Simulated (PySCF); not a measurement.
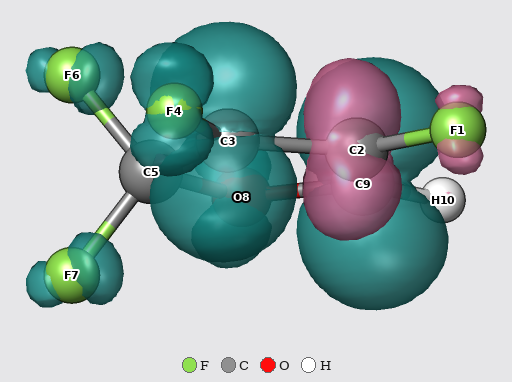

Figure. C4HF4O (SMILES FC1=C(F)C(F)(F)O[CH]1) (doublet). Isosurfaces of the spin density at +0.03 (teal) and −0.03 e/Å³ (pink), seen from one side.

Geometry: GFN2-xTB.

Theory: PySCF, UKS B3LYP, pcH-1 on C F H O, non-relativistic, mean-field spin-orbit, GIAO.

```xyz
10

F     2.3968   -0.6859   -0.1837
C     1.1065   -0.4182   -0.0674
C     0.4965    0.8155   -0.2096
F     1.0213    1.9987   -0.4880
C    -0.9727    0.5895    0.0162
F    -1.7495    0.9236   -1.0423
F    -1.4866    1.2987    1.0495
O    -1.1033   -0.7628    0.2748
C     0.1264   -1.3501    0.2234
H     0.1736   -2.4043    0.4045
```

**Where is the unpaired spin?**

The unpaired spin (1 electron) lies mostly on C9 (about 0.4), C3 (about 0.3), F4 (about 0.1) and O8 (about 0.1), in electrons by Hirshfeld's partition.
